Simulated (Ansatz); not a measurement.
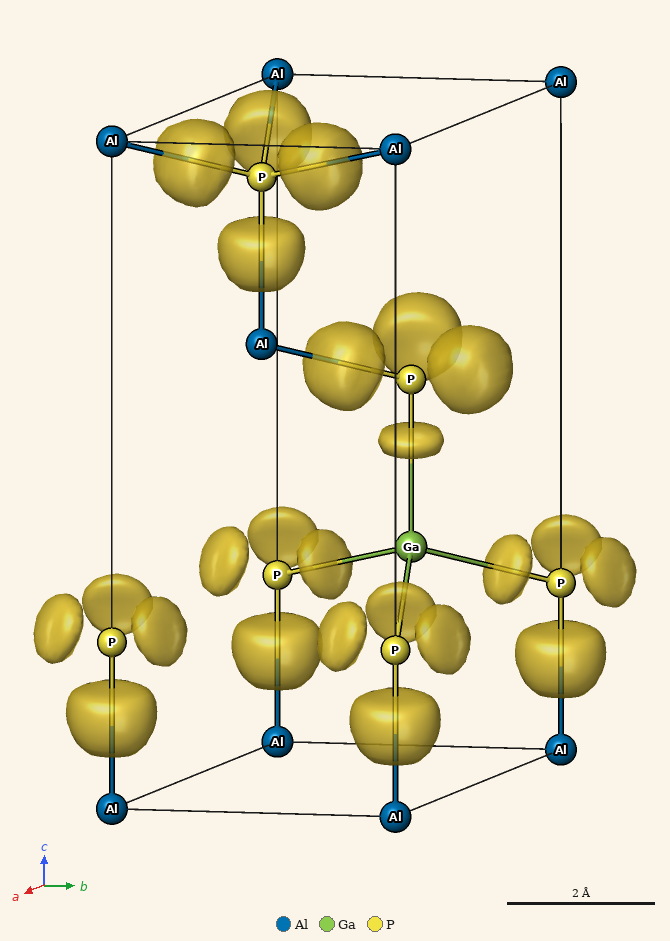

Al$_{2}$GaP$_{3}$. Isosurface of the ELF at 0.85 (yellow), seen at an oblique angle. Core shells and regions of very low density are left out. Sticks mark near contacts.

Space group P3m1; started from the ordered alloy on zincblende lattice prototype, which need not be the ambient phase.

Level of theory: DFT, PBE, plane waves, PAW in Ansatz.

In a PAW calculation such maps are meaningful between the atoms, not at the nuclei.

```cif
data_structure
_symmetry_space_group_name_H-M 'P 1'
_symmetry_Int_Tables_number 1
_cell_length_a 3.8948
_cell_length_b 3.8948
_cell_length_c 9.5377
_cell_angle_alpha 90.000
_cell_angle_beta 90.000
_cell_angle_gamma 120.000
_cell_volume 125.30
loop_
_atom_site_label
_atom_site_type_symbol
_atom_site_fract_x
_atom_site_fract_y
_atom_site_fract_z
_atom_site_occupancy
Al1 Al 0.00000 0.00000 0.99984 1
Al2 Al 0.66667 0.33333 0.66649 1
Ga1 Ga 0.33333 0.66667 0.33346 1
P1 P 0.66667 0.33333 0.91680 1
P2 P 0.33333 0.66667 0.58391 1
P3 P 0.00000 0.00000 0.24950 1
```

### Identify the bonds, lone pairs and shells in this picture.

At this value the surface marks out eight regions between bonded Al–P atoms (shared pairs) and four lobes of the valence shell of P pointing towards Ga (polar bonds), counted in one cell of 6 atoms. Regions shared between cells count once. Along the contacts the grid gives the following. Al–P (2.38 Å): the ELF peaks at about 0.95 between the atoms (a covalent bond). Ga–P (2.39 Å): the ELF peaks at about 0.90 in the valence shell of P, 0.9 Å from its nucleus, and is about 0.75 at the midpoint.
